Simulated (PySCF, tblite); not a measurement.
# C4H7FO2Si: geometry, infrared bands and NMR shifts

What infrared bands and NMR shifts should C4H7FO2Si (`C[SiH2]C(F)(C=O)C=O`) show?

Computed with tblite 0.8.0 and PySCF 2.14.0, with density-fitted response routines of our own, on a single molecule in the gas phase. Atoms count from 0, in the outputs and in this text.

### Step 1. Starting geometry

15 atoms, charge 0, multiplicity 1; geometry from: force field or distance geometry start.

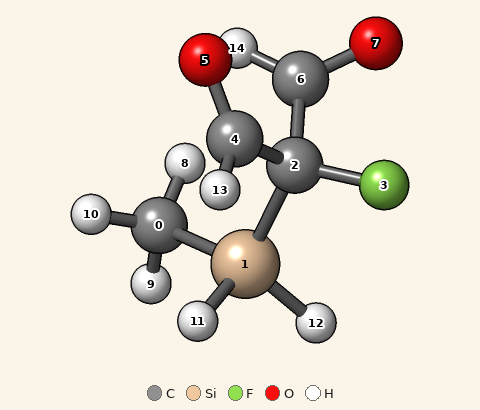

The starting geometry (carbon grey, silicon light orange, fluorine green, oxygen red, hydrogen white), atoms numbered.

### Step 2. Geometry optimisation with GFN2-xTB

The job: settings as JSON, then the geometry in Å.

```
{"job": {"kind": "relax", "xc": "GFN2-xTB", "basis": "xTB"}, "charge": 0, "multiplicity": 1}
C      1.990900    -0.319600     0.185300
Si     0.703900     0.598800    -0.829600
C     -1.017500     0.123300    -0.336000
F     -1.870200     0.223300    -1.427900
C     -1.491000     0.948700     0.824400
O     -1.829600     0.345900     1.836900
C     -1.122500    -1.289600     0.145800
O     -1.854500    -2.084000    -0.445900
H      1.678700    -1.366200     0.310600
H      2.948200    -0.246900    -0.379100
H      2.140800     0.202500     1.157800
H      0.832200     2.036900    -0.557000
H      0.950500     0.429300    -2.267300
H     -1.514600     2.022200     0.727500
H     -0.549600    -1.616700     1.032700
```

Run with:

```
> OMP_NUM_THREADS=1 python probes_run.py task.json out
```

One launch serves the whole session: the jobs run in the order shown.

The program printed:

```text
step      E/eV     max force
  0    -724.88223    3.429
  1    -724.97799    4.643
  2    -725.15099    0.873
  3    -725.20616    0.760
  4    -725.30710    1.393
  5    -725.34348    0.844
  6    -725.37426    0.467
  7    -725.40054    0.423
  8    -725.41667    0.393
  9    -725.44359    0.472
 10    -725.47012    0.467
 11    -725.49564    0.436
 12    -725.51156    0.407
 13    -725.52437    0.357
 14    -725.54318    0.425
 15    -725.56951    0.523
 16    -725.60380    0.634
 17    -725.63877    0.551
 18    -725.66433    0.434
 19    -725.67715    0.523
 20    -725.67633    1.047
 21    -725.69138    0.278
 22    -725.69738    0.194
 23    -725.71313    0.241
 24    -725.72224    0.322
 25    -725.73298    0.444
 26    -725.74231    0.247
 27    -725.74808    0.158
 28    -725.75072    0.157
 29    -725.75458    0.219
 30    -725.75934    0.228
 31    -725.76331    0.185
 32    -725.76581    0.260
 33    -725.76751    0.093
 34    -725.76913    0.089
 35    -725.77063    0.113
 36    -725.77281    0.116
 37    -725.77455    0.105
 38    -725.77621    0.109
 39    -725.77797    0.119
 40    -725.77996    0.134
 41    -725.78160    0.113
 42    -725.78257    0.071
 43    -725.78312    0.051
 44    -725.78365    0.092
 45    -725.78437    0.118
 46    -725.78534    0.155
 47    -725.78660    0.159
 48    -725.78822    0.133
 49    -725.79015    0.125
 50    -725.79197    0.138
 51    -725.79322    0.134
 52    -725.79400    0.096
 53    -725.79463    0.062
 54    -725.79531    0.080
 55    -725.79625    0.107
 56    -725.79742    0.129
 57    -725.79846    0.083
 58    -725.79909    0.095
 59    -725.79950    0.051
 60    -725.79979    0.049
 61    -725.80016    0.037
 62    -725.80047    0.040
 63    -725.80077    0.048
 64    -725.80105    0.044
 65    -725.80148    0.052
 66    -725.80207    0.079
 67    -725.80275    0.081
 68    -725.80331    0.065
 69    -725.80375    0.056
 70    -725.80417    0.051
 71    -725.80464    0.061
 72    -725.80510    0.061
 73    -725.80548    0.071
 74    -725.80585    0.069
 75    -725.80640    0.077
 76    -725.80703    0.075
 77    -725.80757    0.068
 78    -725.80791    0.061
 79    -725.80824    0.057
 80    -725.80861    0.057
 81    -725.80899    0.058
 82    -725.80932    0.059
 83    -725.80968    0.058
 84    -725.81011    0.072
 85    -725.81052    0.061
 86    -725.81075    0.040
 87    -725.81085    0.033
 88    -725.81094    0.034
 89    -725.81109    0.036
 90    -725.81126    0.024
 91    -725.81140    0.025
 92    -725.81151    0.027
 93    -725.81161    0.027
 94    -725.81176    0.029
 95    -725.81194    0.025
 96    -725.81212    0.035
 97    -725.81229    0.051
 98    -725.81247    0.060
 99    -725.81274    0.057
100    -725.81309    0.040
101    -725.81340    0.030
102    -725.81356    0.028
103    -725.81363    0.025
104    -725.81371    0.027
105    -725.81385    0.028
106    -725.81405    0.037
107    -725.81423    0.030
108    -725.81434    0.027
109    -725.81440    0.030
110    -725.81444    0.017
111    -725.81448    0.013
112    -725.81451    0.016
113    -725.81454    0.020
114    -725.81459    0.023
115    -725.81469    0.022
116    -725.81483    0.022
117    -725.81496    0.021
118    -725.81506    0.030
119    -725.81513    0.032
120    -725.81520    0.030
121    -725.81529    0.025
122    -725.81539    0.028
123    -725.81551    0.025
124    -725.81563    0.023
125    -725.81575    0.019
126    -725.81582    0.015
127    -725.81585    0.010
128    -725.81587    0.007
```

It took 1.4 s on 1 thread of Arm Neoverse N1, shared host; peak memory 0.18 GiB.

Step by step: (not every step is listed)

```tsv
step	energy from step 0 (eV)	largest force (eV/Å)
0	0.0000	3.4295
1	-0.0958	4.6432
2	-0.2688	0.8727
3	-0.3239	0.7597
4	-0.4249	1.3932
5	-0.4612	0.8444
6	-0.4920	0.4669
7	-0.5183	0.4235
8	-0.5344	0.3932
19	-0.7949	0.5233
30	-0.8771	0.2280
41	-0.8994	0.1126
52	-0.9118	0.0964
63	-0.9185	0.0483
74	-0.9236	0.0695
85	-0.9283	0.0607
96	-0.9299	0.0354
107	-0.9320	0.0300
118	-0.9328	0.0297
123	-0.9333	0.0255
124	-0.9334	0.0233
125	-0.9335	0.0187
126	-0.9336	0.0146
127	-0.9336	0.0100
128	-0.9336	0.0071
```

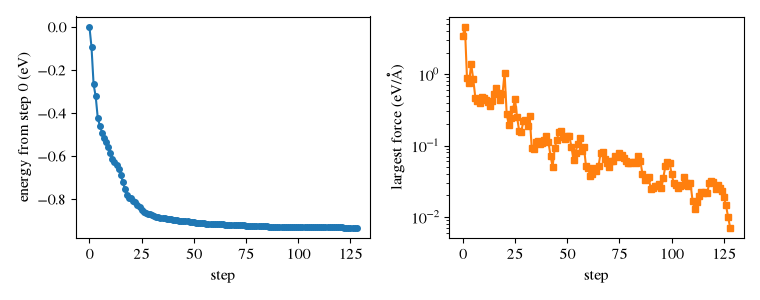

Energy and largest force along the relaxation.

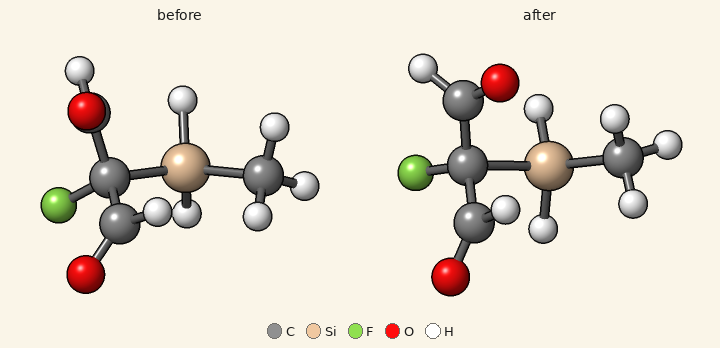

Before and after, at one scale.

Distances of close pairs at the start and the end, largest changes first:

```tsv
bond	before (Å)	after (Å)	change (Å)
Si1–C2	1.853	1.983	+0.130
C6–O7	1.232	1.198	-0.034
C0–H9	1.114	1.086	-0.028
C2–C4	1.501	1.473	-0.027
C4–H13	1.078	1.104	+0.026
C0–H10	1.114	1.089	-0.025
C4–O5	1.226	1.205	-0.021
C2–C6	1.496	1.484	-0.012
```

The end geometry stands in the next job.

### Step 3. Harmonic vibrations with GFN2-xTB

The job: settings as JSON, then the geometry in Å.

```
{"job": {"kind": "ir", "xc": "GFN2-xTB", "basis": "xTB"}, "charge": 0, "multiplicity": 1}
C      1.938280    -0.219910     0.339949
Si     0.739029     0.479732    -0.940045
C     -1.104559     0.159424    -0.282975
F     -1.921952     0.668596    -1.275044
C     -1.289069     0.898641     0.977882
O     -0.751786     0.612330     2.017715
C     -1.232421    -1.311613    -0.134316
O     -1.701175    -2.062317    -0.941590
H      1.974973    -1.306573     0.303307
H      2.945960     0.147062     0.170967
H      1.641994     0.066358     1.347920
H      0.786848     1.937840    -1.070709
H      0.735956    -0.180394    -2.243088
H     -1.960151     1.770062     0.879838
H     -0.806342    -1.651247     0.828278
```

The program printed:

```text
mode    cm-1     km/mol
  1      56.0      0.53
  2      87.5      2.19
  3     114.4      3.28
  4     147.1      5.41
  5     159.5      6.75
  6     186.8      6.45
  7     206.6      6.19
  8     236.4     19.05
  9     273.6      7.96
 10     318.8      1.29
 11     438.2     40.45
 12     493.1     31.66
 13     556.9     11.39
 14     588.4     62.73
 15     662.9    170.78
 16     694.0     17.69
 17     759.4    102.01
 18     780.2    162.15
 19     821.1     68.38
 20     825.1    193.14
 21     847.1    105.11
 22     894.5      9.60
 23     956.8     44.71
 24    1123.2     56.09
 25    1156.2    154.49
 26    1348.7      8.75
 27    1357.3     42.61
 28    1362.7     24.91
 29    1448.9      5.02
 30    1457.0      3.03
 31    1734.8    517.71
 32    1775.7    278.79
 33    2270.6    265.70
 34    2307.7    183.49
 35    2781.7     59.12
 36    2806.7     81.24
 37    3016.1      5.08
 38    3023.9      8.29
 39    3052.0      8.16
```

Run time: 0.81 s. Hardware: 1 thread of Arm Neoverse N1, shared host; peak memory 0.18 GiB.

The strongest bands and the atoms that carry them (share of the mass-weighted mode):

```tsv
cm⁻¹	km/mol	atoms
663	170.8	H12 27 %, H11 25 %, C4 16 %
780	162.2	Si1 33 %, C0 32 %, H11 12 %, H12 11 %
825	193.1	C6 21 %, H9 13 %, C4 12 %, F3 12 %
1156	154.5	C2 67 %, C4 22 %
1735	517.7	C4 50 %, O5 33 %
1776	278.8	C6 50 %, O7 34 %
2271	265.7	H11 95 %
2308	183.5	H12 95 %
```

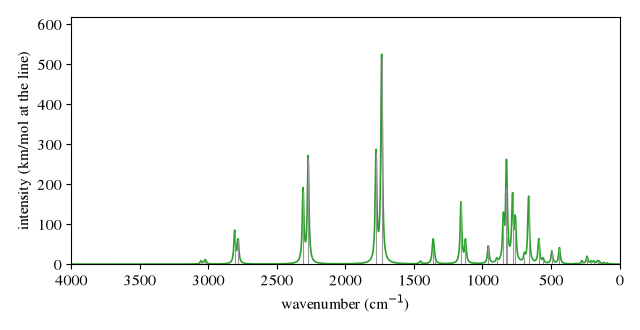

The infrared spectrum from these modes, unscaled. Lines are broadened to a width of 14 cm⁻¹ (Lorentzian).

### Step 4. Nuclear shieldings: PBE0/pcSseg-1

Same as in step 3 but for these lines:

```diff
@@ -1,2 +1,2 @@
-{"job": {"kind": "ir", "xc": "GFN2-xTB", "basis": "xTB"}, "charge": 0, "multiplicity": 1}
+{"job": {"kind": "nmr", "xc": "PBE0", "basis": "pcSseg-1"}, "charge": 0, "multiplicity": 1}
 C      1.938280    -0.219910     0.339949
```

Method: GIAO PBE0/pcSseg-1 NMR shielding, non-relativistic, gas phase.

The program printed:

```text
coarse grid: 13568 points
cycle   1  E = -695.4361526687  dE =  1.167e+00  |g| = 1.168e+00  |ddm| = 3.463e+00
cycle   2  E = -694.3658880833  dE =  1.070e+00  |g| = 2.618e+00  |ddm| = 3.561e+00
cycle   3  E = -695.6954895636  dE = -1.330e+00  |g| = 1.836e-01  |ddm| = 2.871e+00
cycle   4  E = -695.7006799423  dE = -5.190e-03  |g| = 1.097e-01  |ddm| = 2.271e-01
cycle   5  E = -695.7028310237  dE = -2.151e-03  |g| = 2.707e-02  |ddm| = 9.171e-02
cycle   6  E = -695.7029479731  dE = -1.169e-04  |g| = 1.198e-02  |ddm| = 2.508e-02
cycle   7  E = -695.7029729317  dE = -2.496e-05  |g| = 3.489e-03  |ddm| = 1.042e-02
cycle   8  E = -695.7029750443  dE = -2.113e-06  |g| = 1.006e-03  |ddm| = 3.461e-03
final grid: 128384 points
cycle   9  E = -695.7770990985  dE = -8.271e-06  |g| = 1.538e-02  |ddm| = 2.416e-02
cycle  10  E = -695.7769573754  dE =  1.417e-04  |g| = 3.161e-02  |ddm| = 3.276e-02
cycle  11  E = -695.7771425568  dE = -1.852e-04  |g| = 2.081e-03  |ddm| = 2.321e-02
cycle  12  E = -695.7771435329  dE = -9.761e-07  |g| = 2.577e-04  |ddm| = 1.800e-03
cycle  13  E = -695.7771435421  dE = -9.196e-09  |g| = 1.306e-04  |ddm| = 2.918e-04
cycle  14  E = -695.7771435445  dE = -2.478e-09  |g| = 2.957e-05  |ddm| = 9.690e-05
cycle  15  E = -695.7771435447  dE = -1.382e-10  |g| = 1.326e-05  |ddm| = 3.441e-05
converged SCF energy = -695.7771435447

GIAO shielding tensors (ppm)
atom      isotropic    diamagn.    paramagn.     s11        s22        s33       span
  0 C      196.728     255.278     -58.551    191.904    196.704    201.575      9.671
  1 Si     372.904     880.993    -508.089    321.053    378.062    419.598     98.545
  2 C       73.606     258.709    -185.102     44.990     85.686     90.143     45.153
  3 F      393.552     473.176     -79.623    340.290    396.329    444.038    103.748
  4 C      -17.051     248.116    -265.167   -104.338    -27.506     80.690    185.028
  5 O     -325.743     402.121    -727.864   -981.567   -384.079    388.417   1369.983
  6 C       -7.772     250.445    -258.217   -101.069     -8.399     86.150    187.219
  7 O     -337.892     394.366    -732.258   -992.825   -420.387    399.535   1392.360
  8 H       31.405      31.197       0.208     27.023     28.652     38.541     11.517
  9 H       31.570      28.878       2.691     26.757     27.948     40.004     13.246
 10 H       30.514      31.837      -1.323     24.867     28.794     37.881     13.014
 11 H       27.341      29.653      -2.312     24.071     26.124     31.828      7.757
 12 H       27.444      29.689      -2.245     23.958     26.088     32.287      8.329
 13 H       21.390      28.189      -6.799     19.282     20.870     24.018      4.736
 14 H       22.105      30.479      -8.375     20.774     20.859     24.681      3.907
```

Run time: 48 s. Hardware: 1 thread of Arm Neoverse N1, shared host; peak memory 0.82 GiB.

The references, computed at this level on geometries of the same kind, shield at (ppm): 1H TMS 31.72, 13C TMS 186.9, 29Si TMS 349.2, 19F CFCl3 170.9, 17O H2O 336.1. Their shielding less the atom's gives the shift. The references are single molecules in the gas phase, so shifts against H2O, NH3, PH3, H3PO4 or CFCl3 are not on the usual liquid scales and can be off by tens of ppm. Atoms listed in one row are averaged.

```tsv
atoms	environment	σ (ppm)	δ (ppm)	δ scaled to CDCl3
C4, C6	aldehyde carbonyl carbon	-12.4	199.3	192.6
C2	fully substituted sp3 carbon bonded to F and Si, α to a carbonyl	73.6	113.3	108.7
C0	methyl carbon bonded to Si	196.7	-9.8	-11.5
H13, H14	hydrogen on an aldehyde carbonyl carbon	21.75	9.97	9.50
H11, H12	hydrogen on a silicon bonded to 2 C	27.39	4.32	–
H8, H9, H10	hydrogen on a methyl carbon bonded to Si	31.16	0.55	0.63
Si1	silicon bonded to 2 C, 2 H	372.9	-23.7	–
F3	fluorine on an sp3 carbon	393.6	-222.6	–
O5, O7	aldehyde oxygen	-331.8	667.9	–
```

The scaled column applies a straight-line fit of computed shieldings to shifts measured in CDCl3, and one for carbons that bear F (root-mean-square error 0.16 ppm for H, 1.9 ppm for C).

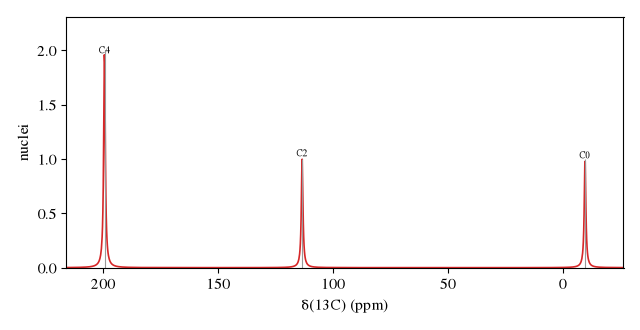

13C lines at the computed shifts, without couplings. Lines are broadened to a width of 0.84 ppm (Lorentzian).

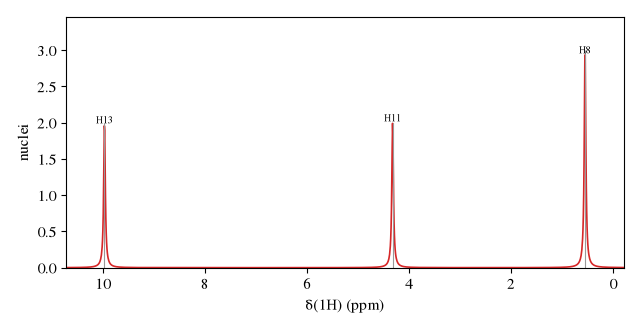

1H lines at the computed shifts, without couplings. Lines are broadened to a width of 0.04 ppm (Lorentzian).

Charges from the same density, by scheme (e):

```tsv
atoms	Mulliken	IAO	Hirshfeld	ESP fit
C0	-0.65	-0.73	-0.21	-0.55
Si1	0.66	0.79	0.37	0.53
C2	-0.19	-0.03	0.01	0.09
F3	-0.31	-0.30	-0.09	-0.26
C4, C6	0.28	0.24	0.12	0.41
O5, O7	-0.35	-0.38	-0.21	-0.45
```

ESP fit charges:

C0 -0.55; Si1 0.53; C2 0.09; F3 -0.26; C4 0.35; O5 -0.45; C6 0.47; O7 -0.45; H8 0.13; H9 0.16; H10 0.15; H11 -0.12; H12 -0.09; H13 0.04; H14 -0.01

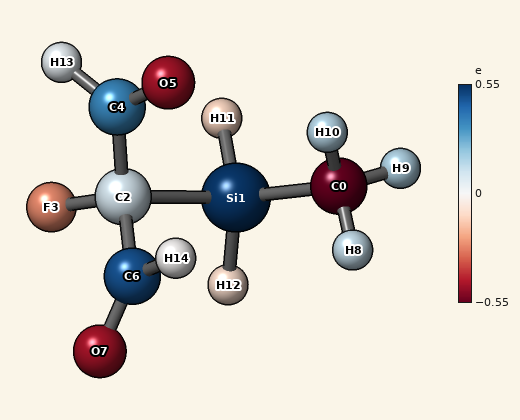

ESP fit charges, as colours on the atoms.

Mayer bond orders: C0–Si1 0.97, Si1–C2 0.71, C2–F3 0.86, C2–C4 0.94, C4–O5 1.95, C2–C6 0.93, C6–O7 2.03.

### Step 5. Results

| quantity | value |
| --- | --- |
| strongest single infrared mode (GFN2-xTB) | 1735 cm⁻¹, 518 km/mol |
| zero-point energy (GFN2-xTB) | 61.7 kcal/mol |
| 13C shifts against TMS (PBE0/pcSseg-1, means over atoms taken as alike) | 199.3, 113.3, -9.8 ppm |
| 1H shifts against TMS (PBE0/pcSseg-1, means over atoms taken as alike) | 9.97, 4.32, 0.55 ppm |
| 29Si shifts against TMS (PBE0/pcSseg-1) | -23.7 ppm |
| 19F shifts against CFCl3 (PBE0/pcSseg-1) | -222.6 ppm |
| 17O shifts against H2O (PBE0/pcSseg-1, means over atoms taken as alike) | 667.9 ppm |

What this shows: Relaxing lowered the energy by 0.934 eV in 128 steps; the close pair that moved most is Si1–C2, from 1.853 to 1.983 Å. All 39 modes are real, so the xTB geometry is a minimum. The strongest single mode, at 1735 cm⁻¹, moves mainly C4 and O5. GFN2-xTB is a fitted tight-binding method: band positions and strengths are rough. Its intensities can rank the bands wrongly. C4, C6 (mean) (aldehyde carbonyl carbon) lies farthest downfield among carbon, at 199.3 ppm; the double bond to the heteroatom, with no lone-pair donor beside it, deshields it most. The most deshielded hydrogen is H13, H14 (mean) (hydrogen on an aldehyde carbonyl carbon), at 9.97 ppm: deshielded by the polar, anisotropic C=O bond. At PBE0/pcSseg-1: Shielding is most anisotropic at O5, O7 (span 1381 ppm, paramagnetic term -730 ppm).
